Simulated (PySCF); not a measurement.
# WHF: relaxation and vibrations of the singlet

The task is one start of a wider search on WHF: the singlet, from a bent start. It is relaxed, tested by its Hessian and followed downhill if it is a saddle.

The runs use PySCF 2.14.0; PBE0, basis W def2-TZVP with ECP60, H def2-TZVP, F def2-TZVP, scalar-relativistic core potentials, no spin–orbit coupling, density fitting.

**1. The starting structure**

3 atoms, charge 0, spin multiplicity 1.

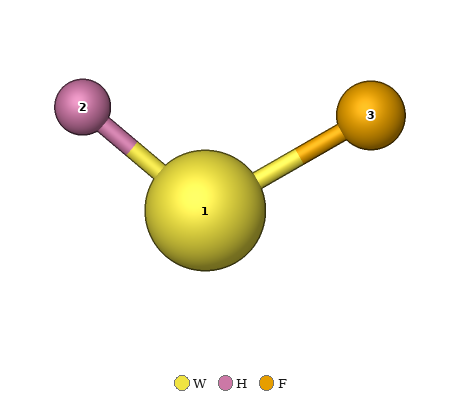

As it starts; tungsten yellow, hydrogen pink, fluorine amber; atoms are numbered from 1 in the order of the file.

```xyz
3
charge 0 multiplicity 1
W     0.0000    0.0000    0.0000
H    -1.3844    0.0000    0.9693
F     1.6465    0.0000    1.1529
```

**2. First SCF at the start**

One driver script runs all steps and calls PySCF; scf.py shows how it sets up the SCF of each step. The optimiser is the driver's own. After this first run the driver tries any further starts and a stability analysis.

Contents of scf.py:

```python
from pyscf import gto, scf, dft
mol = gto.M(atom='''
W      0.000000     0.000000     0.000000
H     -1.384400     0.000000     0.969300
F      1.646500     0.000000     1.152900''',
    basis={'W': 'def2-TZVP', 'H': 'def2-TZVP', 'F': 'def2-TZVP'},
    ecp={'W': 'def2-TZVP'},
    charge=0, spin=0)
mf = dft.RKS(mol, xc='PBE0')
mf.grids.atom_grid = (50, 194)
aux = {'W': 'def2-universal-JKFIT', 'H': 'def2-universal-JKFIT', 'F': 'def2-universal-JKFIT'}
mf = mf.density_fit(auxbasis=aux)
mf.conv_tol = 1e-08
mf.diis_space = 10
mf.max_cycle = 60
mf.init_guess = 'minao'
mf.verbose = 4
mf.kernel()
```

Started as:

```bash
$ OMP_NUM_THREADS=2 python axn.py task.json out
```

The log of the run:

```text
init E= -148.72891525993
  HOMO = -0.291276580981972  LUMO = -0.286704291642574  gap/eV = 0.12442
cycle= 1 E= -167.152781452627  delta_E= -18.4  |g|= 0.805  |ddm|= 6.59
  HOMO = -0.245416059771703  LUMO = -0.185182564646347  gap/eV = 1.63904
cycle= 2 E= -163.929240278847  delta_E= 3.22  |g|= 4.42  |ddm|= 2.17
  HOMO = -0.194511643824642  LUMO = -0.141935792439331  gap/eV = 1.43066
cycle= 3 E= -167.285260024741  delta_E= -3.36  |g|= 0.32  |ddm|= 1.66
  HOMO = -0.224065786997833  LUMO = -0.144692852609498  gap/eV = 2.15985
cycle= 4 E= -167.305009499328  delta_E= -0.0197  |g|= 0.15  |ddm|=  0.4
  HOMO = -0.219239085585692  LUMO = -0.134135293835391  gap/eV = 2.31579
cycle= 5 E= -167.311296909237  delta_E= -0.00629  |g|= 0.0386  |ddm|= 0.176
  HOMO = -0.218908323268162  LUMO = -0.127066206335568  gap/eV = 2.49915
cycle= 6 E= -167.312870958788  delta_E= -0.00157  |g|= 0.0182  |ddm|= 0.104
  HOMO = -0.221196517645775  LUMO = -0.126808964196505  gap/eV = 2.56842
cycle= 7 E= -167.313790609657  delta_E= -0.00092  |g|= 0.0123  |ddm|= 0.0937
  HOMO = -0.219626977769935  LUMO = -0.123473412598055  gap/eV = 2.61647
cycle= 8 E= -167.314413223255  delta_E= -0.000623  |g|= 0.00779  |ddm|= 0.0958
  HOMO = -0.219568687074549  LUMO = -0.123024637337109  gap/eV = 2.62710
cycle= 9 E= -167.314651094045  delta_E= -0.000238  |g|= 0.00541  |ddm|= 0.0568
  HOMO = -0.218041038830814  LUMO = -0.12093664889749  gap/eV = 2.64235
cycle= 10 E= -167.314807956674  delta_E= -0.000157  |g|= 0.00286  |ddm|= 0.0722
  HOMO = -0.218151135461961  LUMO = -0.120845903006554  gap/eV = 2.64781
cycle= 11 E= -167.314824761718  delta_E= -1.68e-05  |g|= 0.000701  |ddm|= 0.0288
  HOMO = -0.217997498822304  LUMO = -0.12118549096499  gap/eV = 2.63439
cycle= 12 E= -167.314825440273  delta_E= -6.79e-07  |g|= 0.000484  |ddm|= 0.0042
  HOMO = -0.218047751910647  LUMO = -0.121160287329337  gap/eV = 2.63644
cycle= 13 E= -167.314825582347  delta_E= -1.42e-07  |g|= 0.000197  |ddm|= 0.00126
  HOMO = -0.218087578760065  LUMO = -0.12119802693916  gap/eV = 2.63650
cycle= 14 E= -167.314825677022  delta_E= -9.47e-08  |g|= 5.77e-05  |ddm|= 0.00155
  HOMO = -0.218101388024765  LUMO = -0.121192124258048  gap/eV = 2.63704
cycle= 15 E= -167.314825688451  delta_E= -1.14e-08  |g|= 2.64e-05  |ddm|= 0.000592
  HOMO = -0.218101235053904  LUMO = -0.121198042464112  gap/eV = 2.63687
cycle= 16 E= -167.314825689487  delta_E= -1.04e-09  |g|= 8.59e-06  |ddm|= 0.000182
  HOMO = -0.218099266979052  LUMO = -0.121199930504638  gap/eV = 2.63677
Extra cycle  E= -167.314825689532  delta_E= -4.5e-11  |g|= 5.26e-06  |ddm|= 2.26e-05
converged SCF energy = -167.314825689532
```

This step, with its further starts and checks, ran for 4.5 s (2 threads of Arm Neoverse V2, shared host).

Energies from each starting density:

| start | energy (Eh) |
| --- | --- |
| the minimal-basis guess | -167.314826 |
| a thermally smeared density | -167.314826 |
| a smeared PBE density | -167.314826 |

The test of internal stability and the other starts found no lower closed-shell solution.

**3. Bent start, singlet: relaxation**

The program finds Cs symmetry in the start, which this walk keeps. The walk stops when the largest gradient is under 0.0003 Eh/bohr and the energy has settled too.

Changes to scf.py since step 2:

```diff
@@ -3,3 +3,3 @@
-W      0.000000     0.000000     0.000000
-H     -1.384400     0.000000     0.969300
-F      1.646500     0.000000     1.152900''',
+W     -0.146529     0.000000    -0.112181
+H     -1.530929     0.000000     0.857119
+F      1.499971     0.000000     1.040719''',
@@ -16 +15,0 @@
-mf.init_guess = 'minao'
```

The optimiser's trace:

```csv
step,energy (Eh),change (kJ/mol),largest symmetric gradient (Eh/bohr)
0,-167.314826,0.00,0.06548
1,-167.337148,-58.61,0.02092
2,-167.338273,-61.56,0.02080
3,-167.339072,-63.66,0.00193
4,-167.339108,-63.75,0.00082
5,-167.339111,-63.76,0.00020
6,-167.339112,-63.76,0.00006
```

The walk took 7 s.

Positions (Å) and forces (eV/Å) along the way:

```
step 0
W   -0.147   0.000  -0.112   3.367   0.000   3.238
H   -1.531   0.000   0.857  -0.253   0.000  -0.494
F    1.500   0.000   1.041  -3.114   0.000  -2.744
step 1
W   -0.083   0.000  -0.015   0.827   0.000   1.076
H   -1.554   0.000   0.827  -0.078   0.000  -0.282
F    1.460   0.000   0.974  -0.750   0.000  -0.793
step 3
W   -0.072   0.000   0.056  -0.047   0.000   0.099
H   -1.607   0.000   0.792   0.028   0.000  -0.053
F    1.501   0.000   0.937   0.019   0.000  -0.046
step 6
W   -0.073   0.000   0.069  -0.006   0.000   0.001
H   -1.616   0.000   0.785   0.004   0.000   0.008
F    1.512   0.000   0.932   0.002   0.000  -0.009
```

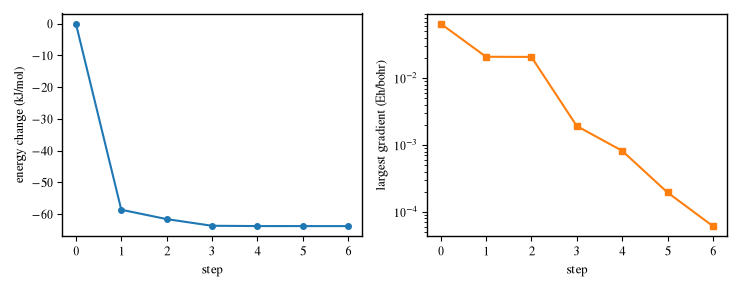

Energy and largest gradient along the walk.

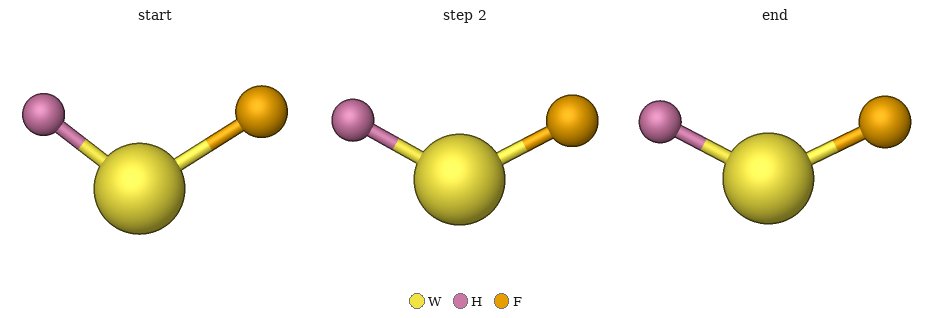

Start and end of the relaxation, with a step between.

End point (Cs, 6 steps, 63.8 kJ/mol gained): W–F 1.804 Å, W–H 1.701 Å; F–W–H 126.5°.

**4. Frequencies**

On the finer grid the gradient is checked again; gradients at displacements of ±0.02 bohr then give force constants and infrared intensities.

Changes to scf.py since step 3:

```diff
@@ -3,3 +3,3 @@
-W     -0.146529     0.000000    -0.112181
-H     -1.530929     0.000000     0.857119
-F      1.499971     0.000000     1.040719''',
+W     -0.139961     0.000000    -0.086077
+H     -1.681083     0.000000     0.633712
+F      1.442842     0.000000     0.780092''',
@@ -10 +10 @@
-mf.grids.atom_grid = (50, 194)
+mf.grids.atom_grid = (75, 302)
@@ -13 +13 @@
-mf.conv_tol = 1e-08
+mf.conv_tol = 1e-10
```

The driver hands on the density of the step before, so the log starts near convergence.

Log of the central SCF (cycles and frontier levels):

```text
init E= -167.339183461939
  HOMO = -0.217706421088594  LUMO = -0.115047955058484  gap/eV = 2.79348
cycle= 1 E= -167.33918346194  delta_E= -1.08e-12  |g|= 3.79e-06  |ddm|= 8.21e-06
  HOMO = -0.217705536400835  LUMO = -0.115047171259304  gap/eV = 2.79348
Extra cycle  E= -167.339183461938  delta_E= 1.28e-12  |g|= 7.66e-06  |ddm|= 8.5e-06
converged SCF energy = -167.339183461938
```

The whole step took 22 s.

Geometry: Cs; W–F 1.804 Å, W–H 1.701 Å; F–W–H 126.3°.

Modes, for the most abundant isotopes:

| symmetry | ω (cm⁻¹) | IR (km/mol) | type |
| --- | --- | --- | --- |
| a' | 525 | 4.8 | bend |
| a' | 743 | 107 | mixed |
| a' | 2018 | 101 | stretch |

No imaginary mode, so this is a minimum.

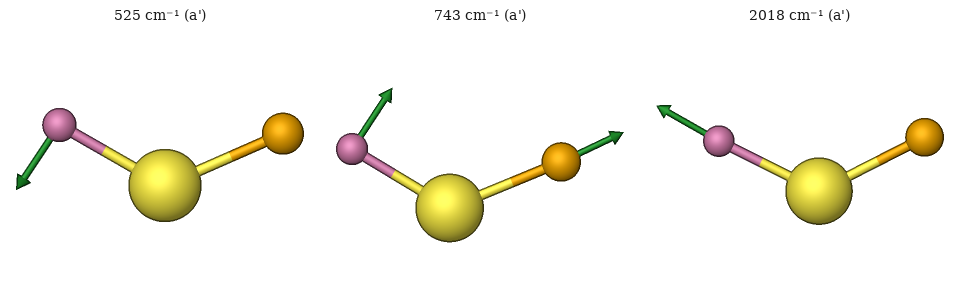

Displacements of 3 of the modes, as arrows (one member where a mode is degenerate).

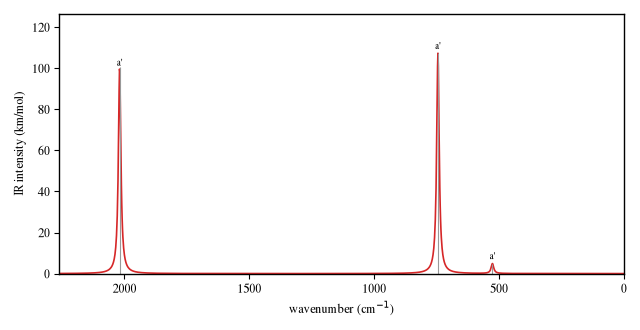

The harmonic infrared spectrum (widths in cm⁻¹). Lines are broadened to a width of 12 cm⁻¹ (Lorentzian).

Properties at this point:

```
Dipole moment                                                   : 1.32 D
Highest occupied level                                          : -5.92 eV
Lowest empty level                                              : -3.13 eV
Rotational constants                                            : 9.168, 0.2932, 0.2841 cm⁻¹
Zero-point energy                                               : 19.7 kJ/mol
Principal polarisabilities                                      : 47.1, 58.5, 61.6 bohr³
Atomisation energy without zero-point energy                    : 662 kJ/mol
Principal traceless quadrupole moments about the centre of mass : -0.93, -0.53, 1.46 D Å
Entropy at 298.15 K and 1 bar                                   : 263.6 J/(mol K)
Heat capacity Cp at 298.15 K                                    : 41.4 J/(mol K)
Enthalpy at 298.15 K above 0 K                                  : 10.71 kJ/mol
Rotational symmetry number                                      : 1
```

Populations by atom (charges in e):

| atom | Mulliken | Löwdin | polar tensor | Mayer order to W1 |
| --- | --- | --- | --- | --- |
| W1 | 0.42 | 0.32 | 0.69 | – |
| H2 | -0.10 | -0.15 | -0.17 | 1.00 |
| F3 | -0.32 | -0.17 | -0.52 | 1.14 |

Mulliken populations on W1 (outside its core potential): s 3.38, p 6.21, d 3.93, f 0.05.

**5. A spin-polarised start**

A stability analysis found the closed shell of the lowest minimum unstable towards spin polarisation, so the unrestricted solution is followed.

The program finds Cs symmetry in the start, which may break. The walk stops when the largest gradient is under 0.0003 Eh/bohr and the energy has settled too.

Changes to scf.py since step 4:

```diff
@@ -3,3 +3,3 @@
-W     -0.139961     0.000000    -0.086077
-H     -1.681083     0.000000     0.633712
-F      1.442842     0.000000     0.780092''',
+W     -0.139821     0.000000    -0.084240
+H     -1.680944     0.000000     0.635549
+F      1.442982     0.000000     0.781930''',
@@ -9,2 +9,2 @@
-mf = dft.RKS(mol, xc='PBE0')
-mf.grids.atom_grid = (75, 302)
+mf = dft.UKS(mol, xc='PBE0')
+mf.grids.atom_grid = (50, 194)
@@ -13 +13 @@
-mf.conv_tol = 1e-10
+mf.conv_tol = 1e-08
```

The optimiser's trace:

| step | energy (Eh) | change (kJ/mol) | largest gradient (Eh/bohr) |
| --- | --- | --- | --- |
| 0 | -167.370987 | 0.00 | 0.01840 |
| 1 | -167.371890 | -2.37 | 0.00161 |
| 2 | -167.371936 | -2.49 | 0.00116 |
| 3 | -167.371963 | -2.56 | 0.00051 |
| 4 | -167.371964 | -2.56 | 0.00024 |

The walk took 7.1 s.

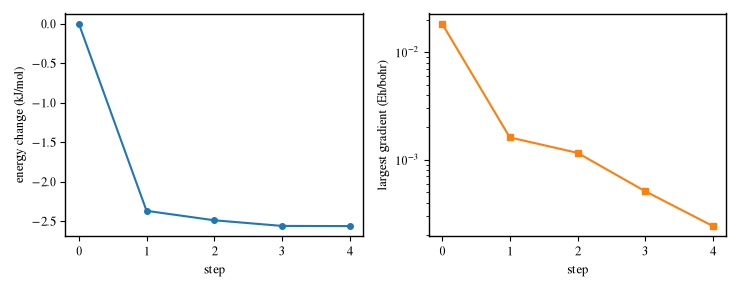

Energy and largest gradient along the walk.

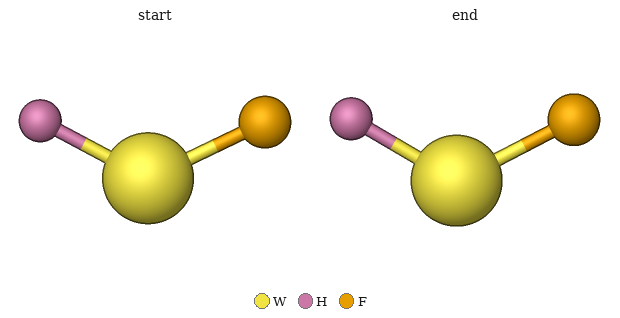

The geometry along the walk, at one scale.

After 4 steps and 2.6 kJ/mol it ends at Cs: W–F 1.839 Å, W–H 1.702 Å; F–W–H 122.1°.

**6. Vibrations and properties at this point**

As before: finer grid, then central differences.

Changes to scf.py since step 5:

```diff
@@ -3,3 +3,3 @@
-W     -0.139821     0.000000    -0.084240
-H     -1.680944     0.000000     0.635549
-F      1.442982     0.000000     0.781930''',
+W     -0.140480     0.000000    -0.092025
+H     -1.649299     0.000000     0.692712
+F      1.443378    -0.000000     0.842403''',
@@ -10 +10 @@
-mf.grids.atom_grid = (50, 194)
+mf.grids.atom_grid = (75, 302)
@@ -13 +13 @@
-mf.conv_tol = 1e-08
+mf.conv_tol = 1e-10
```

SCF at the final geometry:

```text
init E= -167.372084919452
[... the frontier-level lines of each cycle are left out ...]
cycle= 1 E= -167.37208491946  delta_E= -8.38e-12  |g|= 8.87e-07  |ddm|= 4.14e-06
Extra cycle  E= -167.372084919474  delta_E= -1.38e-11  |g|= 9.21e-07  |ddm|= 4e-06
converged SCF energy = -167.372084919474  <S^2> = 1.7644105  2S+1 = 2.8385986
```

The whole step ran for 43 s (2 threads of Arm Neoverse V2, shared host).

Geometry: Cs; W–F 1.839 Å, W–H 1.701 Å; F–W–H 122.0°.

Harmonic modes (main isotopes):

| ω (cm⁻¹) | IR (km/mol) | μ (u) |
| --- | --- | --- |
| 503 | 13.3 | 1.08 |
| 679 | 114 | 17.28 |
| 2002 | 120 | 1.01 |

All wavenumbers are real: a minimum.

The SCF density has lower symmetry than the nuclear frame, so the modes carry no labels.

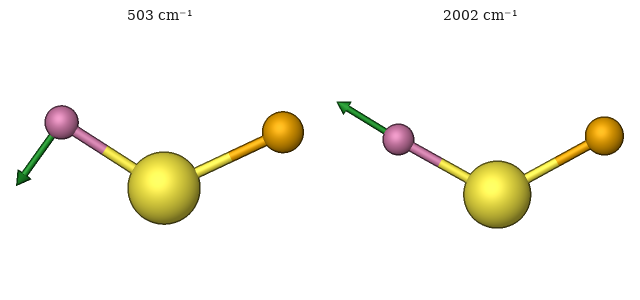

How the atoms move in 2 of the modes.

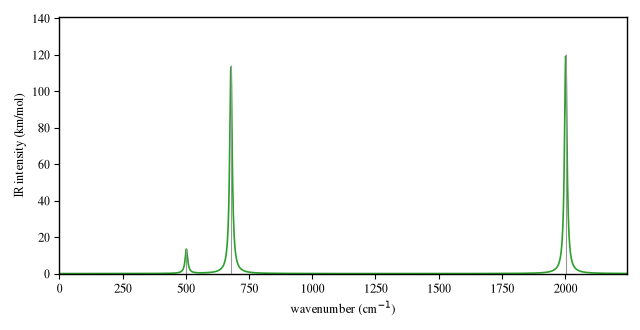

The harmonic infrared spectrum (widths in cm⁻¹). Lines are broadened to a width of 12 cm⁻¹ (Lorentzian).

Constants and moments:

| Item | Value |
| --- | --- |
| Dipole moment | 1.65 D |
| Highest occupied level | -6.20 eV |
| Lowest empty level | -2.38 eV |
| Rotational constants | 8.244, 0.2837, 0.2742 cm⁻¹ |
| Zero-point energy | 19.0 kJ/mol |
| Principal polarisabilities | 47.0, 52.1, 55.6 bohr³ |
| Atomisation energy without zero-point energy | 748 kJ/mol |
| Principal traceless quadrupole moments about the centre of mass | -1.98, 0.65, 1.33 D Å |
| Entropy at 298.15 K and 1 bar | 264.9 J/(mol K) |
| Heat capacity Cp at 298.15 K | 42.2 J/(mol K) |
| Enthalpy at 298.15 K above 0 K | 10.82 kJ/mol |
| Rotational symmetry number | 1 |
| Spin squared ⟨S²⟩ | 1.764 |

Populations by atom (charges in e):

| atom | Mulliken | Löwdin | polar tensor | spin (Mulliken) | Mayer order to W1 |
| --- | --- | --- | --- | --- | --- |
| W1 | 0.45 | 0.35 | 0.80 | 0.00 | – |
| H2 | -0.09 | -0.13 | -0.22 | 0.00 | 0.99 |
| F3 | -0.37 | -0.22 | -0.58 | 0.00 | 1.04 |

Mulliken populations on W1 (outside its core potential): s 3.14, p 6.25, d 4.11, f 0.05.

**7. All stationary points**

| spin | group | bonds | imaginary modes (cm⁻¹) | ΔE (kJ/mol) | with zero-point energy |
| --- | --- | --- | --- | --- | --- |
| broken-symmetry (Ms = 0) | Cs (density of lower symmetry) | W–F 1.839 Å, W–H 1.701 Å | none | 0.0 | 0.0 |
| singlet | Cs | W–F 1.804 Å, W–H 1.701 Å | none | 86.4 | 87.0 |

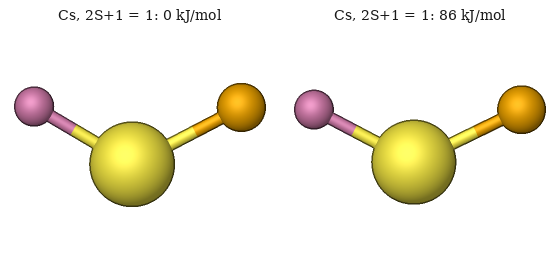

The points, lowest first (tungsten yellow, hydrogen pink, fluorine amber).

**8. Results**

| quantity | value |
| --- | --- |
| minimum | broken-symmetry (Ms = 0), Cs |
| geometry | W–F 1.839 Å, W–H 1.701 Å; F–W–H 122.0° |
| wavenumbers (cm⁻¹) | 503, 679, 2002 |
| dipole moment | 1.65 D |
| highest occupied, lowest empty level (either spin) | -6.20, -2.38 eV |
| polar-tensor charge of W1 | +0.80 e |
| zero-point energy | 19.0 kJ/mol |
| entropy at 298.15 K | 264.9 J/(mol K) |
| atomisation energy (no zero-point energy) | 748 kJ/mol |
| ⟨S²⟩ | 1.764 |

**Reading.** The bent start keeps its Cs symmetry and ends in a minimum. The determinant is spin-contaminated (⟨S²⟩ = 1.76 against 0.00), so it is no pure spin state. In the infrared the band at 2002 cm⁻¹ (stretch) leads. Other starts or spin states, not run here, may lie lower. The SCF density has lower symmetry than the nuclear frame. Spin–orbit coupling, left out here, can matter for elements this heavy.

The search up to here took 88 s.
